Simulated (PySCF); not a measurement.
# One shape, several levels: C5H8O2 (acetylacetone (keto form))

Aim: a comparison of 6 runs (B2PLYP/6-31G*, B3LYP/6-31G*, BHLYP/6-31G*, CAM-B3LYP/6-31G*, wB97M-V/6-31G*, wB97X/6-31G*) of C5H8O2 (acetylacetone (keto form)). 

The calculation is run with PySCF 2.14.0.

2 further runs of the same task are left out: 2 set aside as unsound or not needed.

## 1. Starting point

The species is C5H8O2 (15 atoms), meant as a singlet with charge 0. As SMILES, `CC(=O)CC(C)=O`. The C4–H12 distance was set to 1.417 Å, away from the relaxed value.

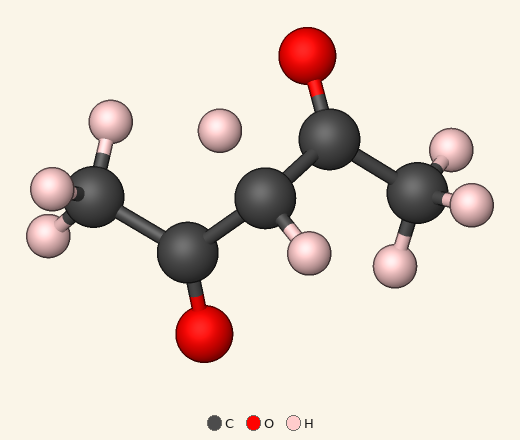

Viewed from a chosen angle; carbon dark grey, oxygen red, hydrogen pink.

## 2. A single-point energy at B2PLYP/6-31G(d) (spherical functions) (run 1)

Contents of job.py:

```python
from pyscf import gto, dft, mp

mol = gto.Mole()
mol.atom = '''
C       -0.389890      -2.054230       0.365744
C       -0.581380      -0.944200      -0.622066
O       -1.538040      -0.862570      -1.349766
C        0.493960       0.134650      -0.625306
C        0.072370       1.189990       0.388994
C       -0.801630       2.287880      -0.135776
O        0.401200       1.099870       1.544484
H        0.470790      -2.659830       0.065604
H       -1.279390      -2.679400       0.412174
H       -0.154250      -1.638110       1.349344
H        0.548590       0.557530      -1.628396
H        1.744330      -0.394160      -0.219670
H       -1.620030       1.861410      -0.722696
H       -0.220360       2.917270      -0.816686
H       -1.185830       2.892320       0.683524
'''
mol.spin = 0
mol.verbose = 4
mol.max_memory = 1860
mol.charge = 0
mol.basis = '6-31g*'
mol.build()

mf = dft.RKS(mol, xc='0.53*HF + 0.47*B88, 0.73*LYP')
mf.conv_tol = 1e-10
mf.grids.level = 5
mf.kernel()
if not mf.converged:
    mf = mf.newton().run(mf.mo_coeff, mf.mo_occ)

pt = mp.MP2(mf, frozen=7).run()
energy = mf.e_tot + 0.27 * pt.e_corr
print('PT2 part  %.8f' % (0.27 * pt.e_corr))
print('Final energy', energy)
```

Started as:

```sh
$ OMP_NUM_THREADS=1 python job.py
```

Log:

```text
PySCF version 2.14.0

[... 91 lines left out ...]
converged SCF energy = -345.052099704675
[... 1 line left out ...]
******** <class 'pyscf.mp.mp2.RMP2'> ********
nocc = 20, nmo = 107
frozen orbitals 7
E(RMP2) = -346.268379768385  E_corr = -1.21628006371023
E(SCS-RMP2) = -346.239023457499  E_corr = -1.18692375282353
E_corr(same-spin) = -0.314552681110087
E_corr(oppo-spin) = -0.901727382600139
PT2 part  -0.32839562
Final energy -345.3804953218768
```

Wall time 40 s (1 thread of Intel Xeon at 2.70GHz, shared host); peak memory 0.64 GiB.

## 3. The energy at B3LYP/6-31G(d) (spherical functions) (run 2)

Contents of run.py:

```python
from pyscf import gto, dft

mol = gto.M(
    atom='''
C   -0.389890  -2.054230   0.365744
C   -0.581380  -0.944200  -0.622066
O   -1.538040  -0.862570  -1.349766
C    0.493960   0.134650  -0.625306
C    0.072370   1.189990   0.388994
C   -0.801630   2.287880  -0.135776
O    0.401200   1.099870   1.544484
H    0.470790  -2.659830   0.065604
H   -1.279390  -2.679400   0.412174
H   -0.154250  -1.638110   1.349344
H    0.548590   0.557530  -1.628396
H    1.744330  -0.394160  -0.219670
H   -1.620030   1.861410  -0.722696
H   -0.220360   2.917270  -0.816686
H   -1.185830   2.892320   0.683524
''',
    basis='6-31g*',
    charge=0,
    max_memory=1860,
    verbose=3,
)

mf = dft.RKS(mol)
mf.xc = 'b3lyp'
mf.conv_tol = 1e-10
mf.grids.level = 5
mf.kernel()
if not mf.converged:
    mf = mf.newton().run(mf.mo_coeff, mf.mo_occ)

energy = mf.e_tot
print('E(%s) = %.9f' % ('B3LYP', energy))
```

Started as:

```sh
$ OMP_NUM_THREADS=1 python run.py
```

Log:

```text
converged SCF energy = -345.75079166731
E(B3LYP) = -345.750791667
```

Run time: 49 s. Hardware: 1 thread of Intel Xeon at 2.70GHz, shared host; peak memory 0.64 GiB.

Runs 3 to 4 aren't shown in full; the table further down has their settings and results.

## 4. A single-point energy at wB97M-V/6-31G(d) (spherical functions) (run 5)

Contents of job.py:

```python
from pyscf import gto, dft

mol = gto.M(
    atom='''
C   -0.389890  -2.054230   0.365744
C   -0.581380  -0.944200  -0.622066
O   -1.538040  -0.862570  -1.349766
C    0.493960   0.134650  -0.625306
C    0.072370   1.189990   0.388994
C   -0.801630   2.287880  -0.135776
O    0.401200   1.099870   1.544484
H    0.470790  -2.659830   0.065604
H   -1.279390  -2.679400   0.412174
H   -0.154250  -1.638110   1.349344
H    0.548590   0.557530  -1.628396
H    1.744330  -0.394160  -0.219670
H   -1.620030   1.861410  -0.722696
H   -0.220360   2.917270  -0.816686
H   -1.185830   2.892320   0.683524
''',
    max_memory=1860,
    basis='6-31g*',
    verbose=4,
    spin=0,
    charge=0,
)

mf = dft.RKS(mol)
mf.xc = 'wb97m-v'
mf.nlcgrids.level = 1
mf.grids.level = 5
mf.conv_tol = 1e-10
mf.kernel()
if not mf.converged:
    mf = mf.newton().run(mf.mo_coeff, mf.mo_occ)

e_tot = mf.e_tot
print('E(%s) = %.9f' % ('WB97M-V', e_tot))
```

Started as:

```sh
$ OMP_NUM_THREADS=1 python job.py
```

Log:

```text
PySCF version 2.14.0

[... 101 lines left out ...]
converged SCF energy = -345.610724652494
E(WB97M-V) = -345.610724652
```

Wall time 5.1 min (1 thread of Intel Xeon at 2.70GHz, shared host); peak memory 0.73 GiB.

## 5. A single-point energy at wB97X/6-31G(d) (spherical functions) (run 6)

Changes to run.py since step 3:

```diff
@@ -2,4 +2,4 @@
 
-mol = gto.M(
-    atom='''
+mol = gto.Mole()
+mol.atom = '''
 C   -0.389890  -2.054230   0.365744
@@ -19,13 +19,13 @@
 H   -1.185830   2.892320   0.683524
-''',
-    basis='6-31g*',
-    charge=0,
-    max_memory=1860,
-    verbose=3,
-)
+'''
+mol.spin = 0
+mol.basis = '6-31g*'
+mol.charge = 0
+mol.max_memory = 1860
+mol.verbose = 4
+mol.build()
 
-mf = dft.RKS(mol)
-mf.xc = 'b3lyp'
+mf = dft.RKS(mol, xc='wb97x')
+mf.grids.level = 5
 mf.conv_tol = 1e-10
-mf.grids.level = 5
 mf.kernel()
@@ -34,3 +34,3 @@
 
-energy = mf.e_tot
-print('E(%s) = %.9f' % ('B3LYP', energy))
+e_final = mf.e_tot
+print('Final energy', e_final)
```

Started as:

```sh
$ OMP_NUM_THREADS=1 python run.py
```

Log:

```text
PySCF version 2.14.0

[... 90 lines left out ...]
converged SCF energy = -345.664096445207
Final energy -345.66409644520655
```

It took 81 s on 1 thread of Intel Xeon at 2.70GHz, shared host; peak memory 0.64 GiB.

## 6. The series

```
run                                   level  frozen core orbitals  nlc grid  energy (Eh)  dipole moment (D)  HOMO energy (eV)  LUMO energy (eV)  wall time
  1     B2PLYP/6-31G* (spherical functions)                     7         –  -345.380495               1.46             -8.67              0.41       40 s
  2      B3LYP/6-31G* (spherical functions)                     –         –  -345.750792               1.33             -6.83             -1.35       49 s
  3      BHLYP/6-31G* (spherical functions)                     –         –  -345.547127               1.46             -8.71              0.05       55 s
  4  CAM-B3LYP/6-31G* (spherical functions)                     –         –  -345.581648               1.39             -8.52              0.12       80 s
  5    wB97M-V/6-31G* (spherical functions)                     –         1  -345.610725               1.36             -9.48              1.16    5.1 min
  6      wB97X/6-31G* (spherical functions)                     –         –  -345.664096               1.39             -9.57              1.16       81 s
```

## 7. Outcome

| quantity | value |
| --- | --- |
| run 6: total energy | -345.66410 Eh |
| run 6: dipole moment | 1.39 D |
| run 6: HOMO energy | -9.57 eV |
| run 6: LUMO energy | 1.16 eV |
| run 6: HOMO–LUMO gap | 10.72 eV |

The dipole moment (its size) runs from 1.33 D (B3LYP/6-31G*) to 1.46 D (BHLYP/6-31G*). The HOMO–LUMO gap runs from 5.48 eV (B3LYP/6-31G*) to 10.72 eV (wB97X/6-31G*). Totals of different functionals can't be ranked against each other. All runs together took 10 min, the longest 5.1 min.
